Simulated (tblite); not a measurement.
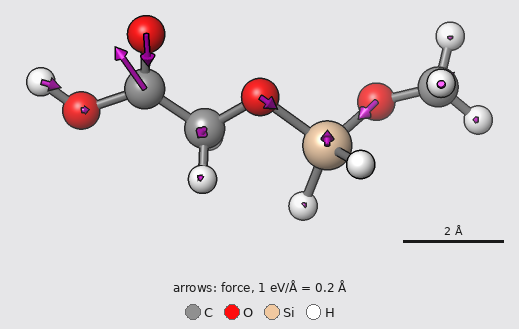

Starting geometry of C3H8O4Si with the computed forces as purple arrows. Style: ball-and-stick. Shown face on.

Theory: GFN2-xTB geometry optimisation, gas phase (tblite). 

Is this structure relaxed? If not, where do the atoms go?

It isn't relaxed: the largest force vector, on a C atom, is 5.82 eV/Å. The final displacements have little in common with the starting forces (cosine between the two patterns 0.20). The largest move after the best rigid fit is that of an H atom, 2.39 Å. Largest moves by element: H 2.39 Å, O 2.11 Å, C 1.08 Å, Si 0.73 Å. Near-neighbour distances that change, for instance: O–Si 4.357 → 2.648 Å, O–Si 1.717 → 1.622 Å, C–O 1.408 → 1.333 Å, C–O 1.258 → 1.199 Å. Bond angles that change, for instance: Si–O–C 108.0° → 129.5°, O–Si–O 107.2° → 95.1°, C–O–Si 114.8° → 124.9°. Groups turn about C–O by about 175°, O–Si by about 65°, O–Si by about 60°. The energy falls by 36.4 kcal/mol in 210 geometry steps. The run took 1.2 s on 1 thread of Arm Neoverse V2 (shared host).
